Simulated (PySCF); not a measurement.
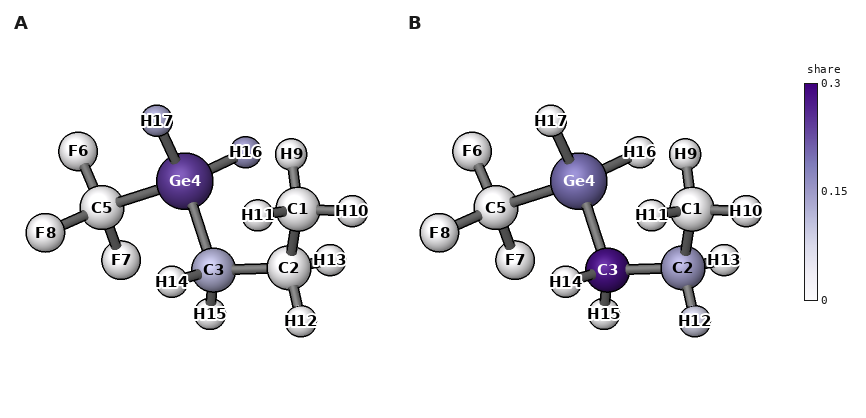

Each panel colours the atoms by their Löwdin share in one orbital (up to four of the largest shares; other atoms are shown as zero). Computed geometry: PBE0-D3(BJ)/def2-SVP optimisation. No frequency run is at hand to confirm it as a minimum. Method: CAM-B3LYP/def2-SVPD (PySCF 2.14.0).

The panels show the HOMO−2, HOMO, in some order. Which is which?

Answer. A: HOMO−2, −11.04 eV; Ge4 0.24, H16 0.15, H17 0.14, C3 0.12
B: HOMO, −10.02 eV; C3 0.28, Ge4 0.20, C2 0.15, H12 0.08
